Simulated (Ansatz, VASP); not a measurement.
# Si10H4C (CH3-terminated Si(111)) in two plane-wave programs, part 3 of 3

Aim: how closely do two programs agree when they are given the same cell, functional and k mesh? Of the first pair: The structure shown is the end of the VASP relaxation below. Valence electrons are named where the data sets of a main pair hold unlike numbers.

VASP 6.6.1 and Ansatz 0.2.0.

So far: Set-up; VASP: relaxation, PBE; Ansatz: single point, PBE; Differences; Further runs; VASP: band structure, PBE.

## (7) Ansatz: band structure, PBE

Level of this step: Ansatz beside VASP: Kohn-Sham DFT, plane waves, PBE (Ansatz).

The same cell, functional, mesh and smearing now go to Ansatz, which takes its cutoff from its data sets.

Contents of input.yaml:

```yaml
crystal:
  lattice:
    - [3.8676508603, 0.0, 0.0]
    - [1.9338254302, 3.349483898, 0.0]
    - [0.0, 0.0, 33.1311757406]
  atoms:
    - { symbol: Si, position: [0.33333333, 0.33333333, 0.2866967592] }
    - { symbol: Si, position: [0.66666667, 0.66666667, 0.3096201072] }
    - { symbol: Si, position: [0.66666667, 0.66666667, 0.3809401839] }
    - { symbol: Si, position: [0.0, 0.0, 0.4046515214] }
    - { symbol: Si, position: [0.0, 0.0, 0.4760497862] }
    - { symbol: Si, position: [0.33333333, 0.33333333, 0.4996748157] }
    - { symbol: Si, position: [0.33333333, 0.33333333, 0.5709600402] }
    - { symbol: Si, position: [0.66666667, 0.66666667, 0.5945839777] }
    - { symbol: Si, position: [0.66666667, 0.66666667, 0.6657781926] }
    - { symbol: Si, position: [0.0, 0.0, 0.6899166421] }
    - { symbol: H, position: [0.33333333, 0.33333333, 0.2412576432] }
    - { symbol: H, position: [0.8476390588, 0.3047218824, 0.7600371993] }
    - { symbol: H, position: [0.8476390588, 0.8476390588, 0.7600371993] }
    - { symbol: H, position: [0.3047218824, 0.8476390588, 0.7600371993] }
    - { symbol: C, position: [0.0, 0.0, 0.7479929928] }
hamiltonian:
  xc: pbe
  pseudopotentials: { kind: paw }
kpoints:
  mp_grid: { grid: [9, 9, 1] }
  band_path:
    path:
      - [0.0, 0.0, 0.0]
      - [0.0, -0.03846, 0.0]
      - [0.0, -0.07692, 0.0]
      - [0.0, -0.15385, 0.0]
      - [0.0, -0.19231, 0.0]
      - [0.0, -0.26923, 0.0]
      - [0.0, -0.30769, 0.0]
      - [0.0, -0.34615, 0.0]
      - [0.0, -0.42308, 0.0]
      - [0.0, -0.46154, 0.0]
      - [0.0, -0.5, 0.0]
      - [0.02564, -0.48718, 0.0]
      - [0.05128, -0.47436, 0.0]
      - [0.10256, -0.44872, 0.0]
      - [0.12821, -0.4359, 0.0]
      - [0.17949, -0.41026, 0.0]
      - [0.20513, -0.39744, 0.0]
      - [0.25641, -0.37179, 0.0]
      - [0.28205, -0.35897, 0.0]
      - [0.30769, -0.34615, 0.0]
      - [0.33333, -0.33333, 0.0]
      - [0.30769, -0.30769, 0.0]
      - [0.25641, -0.25641, 0.0]
      - [0.23077, -0.23077, 0.0]
      - [0.20513, -0.20513, 0.0]
      - [0.15385, -0.15385, 0.0]
      - [0.12821, -0.12821, 0.0]
      - [0.07692, -0.07692, 0.0]
      - [0.05128, -0.05128, 0.0]
      - [0.0, 0.0, 0.0]
    npoints: 1
scf:
  occupations: { method: gaussian, width: 0.03 }
  n_extra_bands: 13
efield:
  axis: 3
  dipole_correction: true
  ramp_width: 0.04
output:
  forces: true
  eigenvalues: true
  write_density: true
  write_potential: true
  elf: true
  volumetric_format: npy
```

The run is started by

```bash
ansatz run input.yaml --threads 4 --pin off --max-ram 9216MiB --backend cpu --events-out ev --progress --plain --runs-dir out
```

Numbers of over 12 decimals in the logs are rounded to 6 here.

Output:

```text
[...]
Crystal: 15 atoms, lattice volume = 429.202 Å³
Basis set: ecut = 420 eV, 8439 PW (Γ), exchange–correlation on 54×54×450 points (8 copies of the dense FFT grid, shifted against one another)
Bands: 37, of which v1, the nominal top of the filled ones, is band 24 counted from 1 (23 counted from 0)
Symmetry: 6 space group operations
[...]
k-point 0: bands = [... 20 lower, 0.7466, 0.7466, 0.9816, 0.9816, 2.5266, 2.6587, 2.8823, 3.2234, ... 9 higher]
  k-point 1: bands = [... 20 lower, 0.1749, 0.3360, 0.5475, 0.8103, 3.0970, 3.2372, 3.2951, 3.4977, ... 9 higher]
  k-point 2: bands = [... 20 lower, -0.3125, 0.0607, 0.1027, 0.4012, 2.5116, 2.7550, 3.0634, 3.3929, ... 9 higher]
  k-point 11: bands = [... 20 lower, -1.4577, -1.2689, -1.2462, -1.1164, 3.0324, 3.0899, 3.1952, 4.0684, ... 9 higher]
[key lines of the parts left out:]
SCF converged after 9 iterations
Free energy (F): -6673.102701 eV
Fermi energy:    1.419373 eV
Dipole field:    D = 0.026693 V/Å  (p = 0.063314 e·Å, saw-weighted, corrected)
Work function:   Φ+ = 3.4144 eV   Φ− = 4.2988 eV
```

Elapsed: 7.5 s, on 4 threads of INTEL XEON PLATINUM 8581C at 2.10GHz (Emerald Rapids), shared host; peak memory 1 GiB; 28 s of CPU time.

## (8) Side by side

Compared:

```tsv
quantity	Ansatz	VASP	difference
gap over the path points (eV)	0.879	0.882	-0.002
```

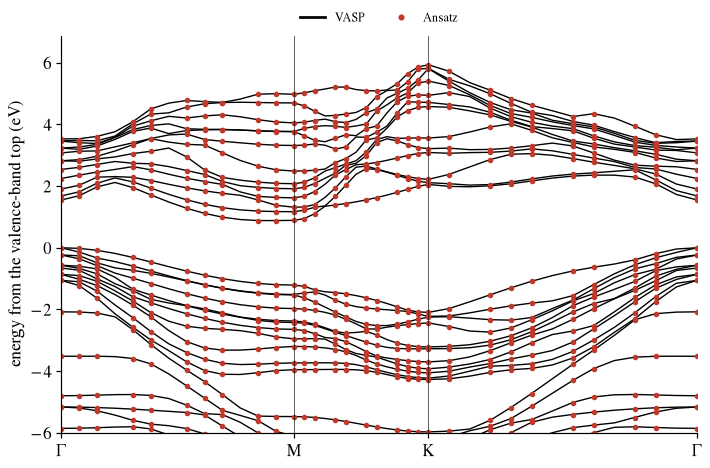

Bands from VASP (lines) and levels from Ansatz (dots). Dots without a line are higher empty bands that the VASP plot leaves out.

Levels at points of the path, from each program's valence-band top (eV; 4 filled, then empty):

```tsv
k (reciprocal lattice)	Ansatz	VASP
0.000 0.000 0.000	-0.23 -0.23 0.00 0.00 1.54 1.68 1.90	-0.23 -0.23 0.00 0.00 1.55 1.68 1.90
0.000 -0.038 0.000	-0.36 -0.26 -0.14 -0.02 1.68 1.81 2.02	-0.36 -0.26 -0.14 -0.02 1.69 1.81 2.03
0.000 -0.077 0.000	-0.58 -0.49 -0.33 -0.08 1.97 2.09 2.28	-0.58 -0.49 -0.33 -0.08 1.97 2.09 2.29
0.000 -0.154 0.000	-0.99 -0.73 -0.59 -0.32 1.95 2.13 2.28	-0.99 -0.73 -0.59 -0.31 1.95 2.13 2.28
0.000 -0.192 0.000	-1.16 -0.83 -0.75 -0.46 1.71 1.93 2.18	-1.16 -0.83 -0.75 -0.46 1.71 1.93 2.18
0.000 -0.269 0.000	-1.49 -1.08 -1.07 -0.76 1.28 1.55 1.94	-1.49 -1.07 -1.06 -0.76 1.28 1.55 1.94
0.000 -0.308 0.000	-1.63 -1.20 -1.20 -0.89 1.11 1.41 1.84	-1.63 -1.20 -1.20 -0.89 1.11 1.41 1.84
0.000 -0.346 0.000	-1.75 -1.32 -1.31 -1.00 0.99 1.30 1.76	-1.75 -1.32 -1.31 -1.00 0.99 1.30 1.76
0.000 -0.423 0.000	-1.92 -1.48 -1.47 -1.16 0.88 1.19 1.55	-1.92 -1.48 -1.46 -1.16 0.88 1.19 1.55
0.000 -0.462 0.000	-1.96 -1.52 -1.51 -1.20 0.88 1.17 1.38	-1.96 -1.52 -1.50 -1.20 0.88 1.17 1.38
```

At this near-relaxed geometry the largest component of a force difference is 34 meV/Å. Among the levels compared at these points, filled levels agree within 3 meV and empty ones within 4 meV. With vacuum in the cell, a pressure given here is an average over mostly empty space and none of the material.

## (9) Further runs

Further runs change the set-up of one program: Ansatz's method, potentials or start, or VASP's data sets, cutoff or form of LDA. The table gives Ansatz less VASP for each quantity, since a change that brings one quantity closer may part another.

```tsv
run	r.m.s. force difference (meV/Å)	gap over the path points (eV)
as above	12	-0.0022
Ansatz's larger PAW set (cutoff 1000 eV)	13	2.0e-4
norm-conserving potentials (cutoff 1116 eV)	17	-0.0035
```

## (10) Results

| Quantity | Value |
| --- | --- |
| r.m.s. force difference (single point, PBE) | 12 meV/Å |
| r.m.s. force difference (band structure, PBE) | 12 meV/Å |

**Reading.** The r.m.s. force difference is 12 meV/Å (single point, PBE), at about the 12 meV/Å picked in this series as the mark of a large difference. Single point, PBE, Ansatz's larger PAW set (cutoff 1000 eV): the difference in gap on the k mesh goes from -0.0020 to 4.8e-4 eV. Single point, PBE, norm-conserving potentials (cutoff 1116 eV): r.m.s. force difference goes from 12 to 17 meV/Å; the difference in gap on the k mesh goes from -0.0020 to -0.0032 eV. Band structure, PBE, Ansatz's larger PAW set (cutoff 1000 eV): the difference in gap over the path points goes from -0.0022 to 2.0e-4 eV. Band structure, PBE, norm-conserving potentials (cutoff 1116 eV): r.m.s. force difference goes from 12 to 17 meV/Å; the difference in gap over the path points goes from -0.0022 to -0.0035 eV. Such differences can come from data sets, numerical settings and the points named under the comparisons, not from the functional's error against experiment.

[Lines on the potential files, build, host, timing and source positions are cut from VASP's logs without a mark.]

[Logs are printed without paths, hosts, clocks, repeated set-up lines and the standing remarks that a program may print on its own settings, such as how far it seeks lower states.]

[Hosts, paths, dates, database ids (printed as entryN), source tags and the programs' standing remarks are cut or masked in the printed files.]
